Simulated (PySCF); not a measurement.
Consider F3In.

Input

```
{"job": {"kind": "uv", "xc": "CAM-B3LYP", "basis": "def2-SVPD", "ip": true, "nstates": 10}, "charge": 0, "multiplicity": 1}
In    -0.005593    -0.002926     0.001338
F      1.928284    -0.026049     0.012883
F     -0.930740     1.696312    -0.020940
F     -0.991952    -1.667336     0.006720
```

Launched as:

```sh
OMP_NUM_THREADS=1 python probes_run.py task.json out
```

Geometry: PBE0-D3(BJ)/def2-SVP; core potentials replace the inner electrons of In.

Computed with PySCF, CAM-B3LYP/def2-SVPD, SCF density, gas phase, scalar-relativistic core potentials on the heavy atoms.

Predict the electron density and electron localisation function between the atoms.

In–F (1.93 Å): the density is about 0.75 e/Å³ at the midpoint; the ELF peaks at about 0.80 in the valence shell of F, 0.5 Å from its nucleus, and drops to about 0.10 between the two atoms.

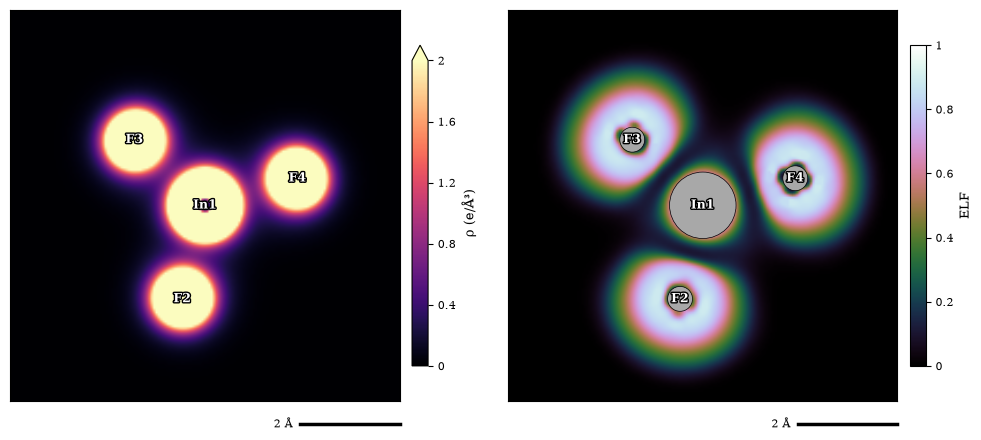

Computed electron density and electron localisation function on the molecular plane, in this order. Grey discs cover the atomic cores in the ELF map. 
